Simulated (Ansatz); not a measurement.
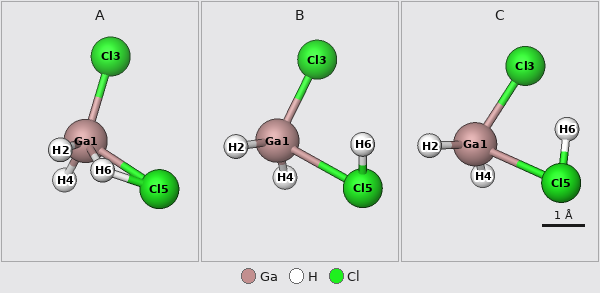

3 geometries from a converged minimum-energy path of GaH$_{3}$Cl$_{2}$, shuffled. The picture is a ball-and-stick view, seen at a tilt.

Theory: Ansatz, RKS PBE-D4/def2-SVP. Set-up: 5 movable images; climbing image; force threshold 0.05 eV/Å; iteration limit 60; starting path through a guess of the saddle point.

### Which frame is the transition state?

A. In order along the path, whose images run from 0 to 6: C (image 0, 0.0 kcal/mol), B (image 1, +3.1 kcal/mol), A (image 3, +9.8 kcal/mol). Breaking: Cl5–H6 (1.35 → 1.52 at the top → 3.07 Å), Ga1–H2 (1.57 → 1.70 at the top → 2.64 Å). Forming: H2–H6 (3.36 → 1.15 at the top → 0.77 Å).
